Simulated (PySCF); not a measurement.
Molecule: C₃H₅ (cation, charge +1), SMILES C=C[CH2+], singlet. Atoms near the plane z = 1.2 Å, at the B3LYP/def2-SVP optimised geometry (x, y, z in Å): C1 (1.3, -0.6, 0.0), C2 (-0.1, -0.6, 0.0), C3 (-0.8, 0.6, 0.0), H4 (1.9, 0.3, 0.0), H5 (1.9, -1.5, 0.0), H6 (-0.6, -1.6, 0.0), H7 (-0.2, 1.6, 0.0), H8 (-1.9, 0.6, 0.0).

Level of theory: PySCF with B3LYP/def2-TZVP. The values are rescaled to run from 0 to 1.

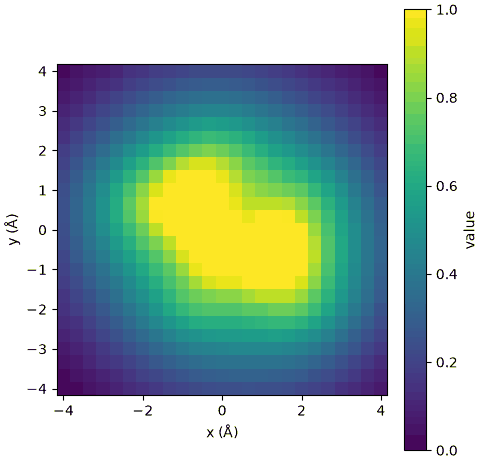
*a field on the plane z = 1.2 Å.*

Q: Which quantity is mapped?
(A) electron localisation function
(B) Laplacian of the electron density
(C) an orbital amplitude
(D) electrostatic potential

A: D, electrostatic potential. In full: electrostatic potential (hartree/e), clipped to [0.09, 0.25].
